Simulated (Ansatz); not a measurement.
# H8N3PSi···H2: what the fields show

```
atom    x (Å)    y (Å)    z (Å)
  Si   0.3837  -0.5731  -0.5267
   H  -0.6018   0.4784   2.5319
   N   1.8291   0.0407  -1.2902
   H   2.6112  -0.5926  -1.4714
   H   1.7240   0.7086  -2.0596
   N  -0.4791   0.8728  -0.0919
   H  -1.4406   0.8005   0.2452
   H   0.0194   1.6500   0.3452
   N  -0.8290  -1.5126  -1.3666
   H  -0.6491  -2.5071  -1.5228
   H  -1.2780  -1.0989  -2.1901
   P   1.2161  -1.8887   1.1581
   H  -0.0076  -2.6393   1.2867
   H   1.7760  -2.8476   0.2324
   H  -0.7611   0.4639   3.2859
```

The calculation used Ansatz, RKS PBE-D4/def2-SVP.

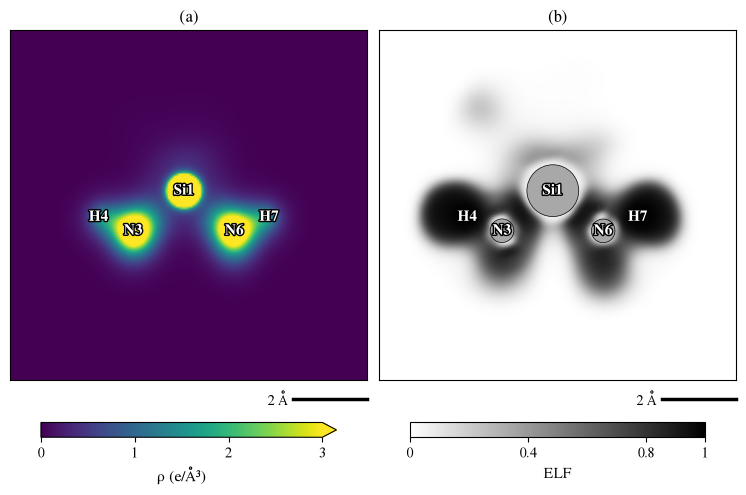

Figure 1. (a) total electron density; (b) ELF on the plane of atoms N3, Si1 and N6. Grey discs cover the atomic cores in the ELF map.

Question: What do the fields say about this system?

Answer:
- The section cuts through Si, N and H sites.
- Si–N (1.74 Å): ρ is about 1.1 e/Å³ halfway; the ELF peaks at about 0.90 between the atoms; a polar covalent bond.
- N–H (1.02 Å): ρ at the midpoint is about 2.7 e/Å³; the ELF climbs to about 1 towards the hydrogen, as it does in any bond to H; an ordinary covalent bond to hydrogen.

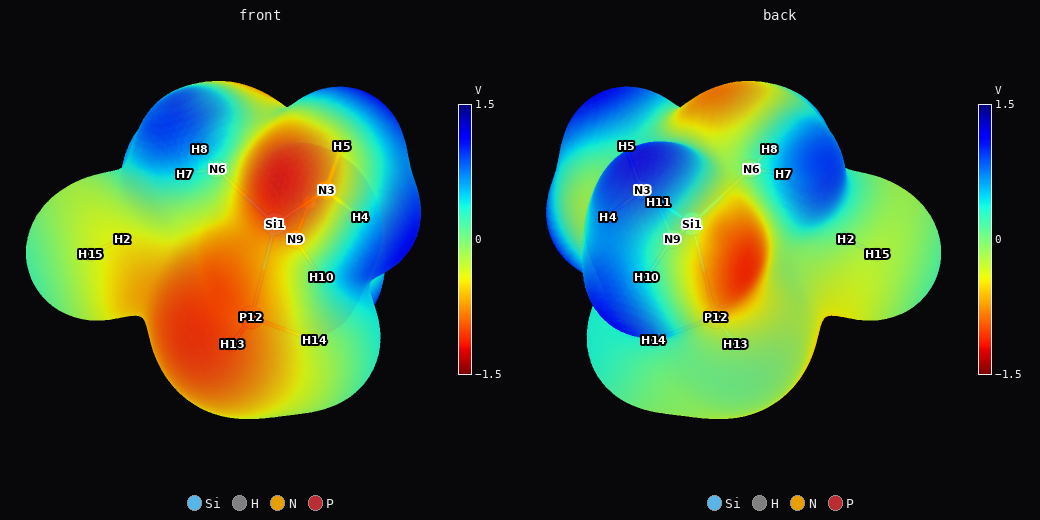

Figure 2. The molecular electrostatic potential painted on the density surface at 0.001 e/bohr³, seen from the front and from behind; the colour scale runs from red (negative) to blue (positive).

Question: Which sites attract a positive test charge, and which a negative one?

Answer: A positive charge is drawn to the negative regions and a negative charge to the positive ones. The most negative region (about −1.2 V) lies over N3, N9 and P12, the most positive (about +1.1 V) over H4, H5, H10 and H11.

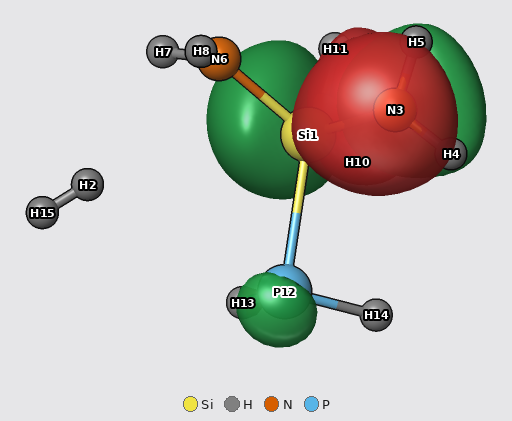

Figure 3. The HOMO at ±0.08 Å⁻³ᐟ² (green and red are the two phases), seen at a tilt.

Question: What is the character of this orbital?

Answer: Its weight (Hirshfeld) is mainly on N3 (about 40 %) and N9 (about 40 %); largely a combination of lone pairs on N3 and N9. Its energy is −5.23 eV.
